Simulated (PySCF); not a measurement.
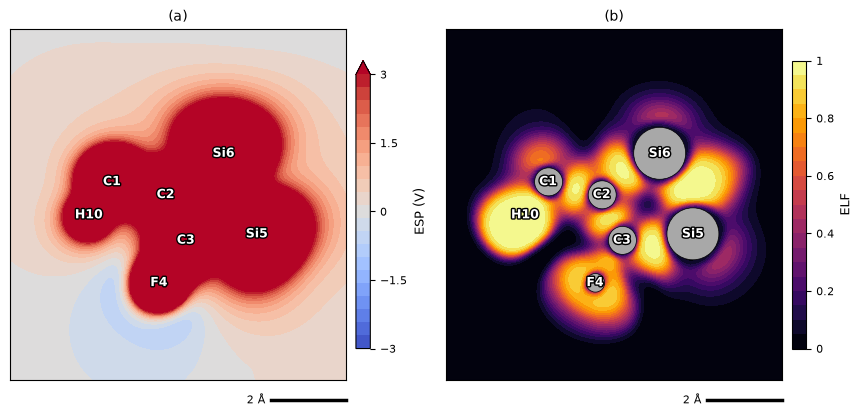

C4H6FNSi2. (a) electrostatic potential; (b) ELF on the plane of atoms C1, C2 and C3. Grey discs cover the atomic cores in the ELF map.

Geometry: GFN2-xTB.

Method: PySCF, wB97X-D/def2-SVPD, SCF density, gas phase.

```yaml
atoms:
  - { symbol: C, position_ang: [1.1884, 0.5393, -1.6133] }
  - { symbol: C, position_ang: [0.2988, -0.0629, -0.5866] }
  - { symbol: C, position_ang: [0.2494, -1.3477, -0.2005] }
  - { symbol: F, position_ang: [1.0387, -2.3180, -0.7214] }
  - { symbol: Si, position_ang: [-1.0770, -1.5243, 1.1570] }
  - { symbol: Si, position_ang: [-1.0479, 0.7303, 0.5086] }
  - { symbol: C, position_ang: [-0.2732, 1.9814, 1.6600] }
  - { symbol: N, position_ang: [0.1943, 2.7264, 2.3955] }
  - { symbol: H, position_ang: [0.5934, 1.0029, -2.4003] }
  - { symbol: H, position_ang: [1.8408, -0.2108, -2.0584] }
  - { symbol: H, position_ang: [1.8014, 1.3195, -1.1612] }
  - { symbol: H, position_ang: [-2.2028, -2.3789, 0.7712] }
  - { symbol: H, position_ang: [-0.5589, -1.9827, 2.4471] }
  - { symbol: H, position_ang: [-2.0460, 1.5252, -0.2200] }
```

Question: What does the map show?

Answer: The plane passes through C, F, Si and H nuclei. C–C (1.34 Å): the ELF peaks at about 0.95 between the atoms (a short, multiple covalent bond). C–F (1.35 Å): the ELF peaks at about 0.85 between the atoms, as expected for a shared but strongly polarised pair. Si–Si (2.35 Å): the ELF peaks at about 0.95 between the atoms, as expected for a covalent bond. C–H (1.09 Å): the ELF climbs to about 1 towards the hydrogen, as it does in any bond to H: a covalent bond by its length. C–C (1.49 Å): the ELF peaks at about 0.95 between the atoms, as expected for a covalent bond. The ELF also peaks beside F4, away from the bonds: lone-pair regions. Outside the dense part of the molecule the potential is most negative (−0.6 V) near F4.
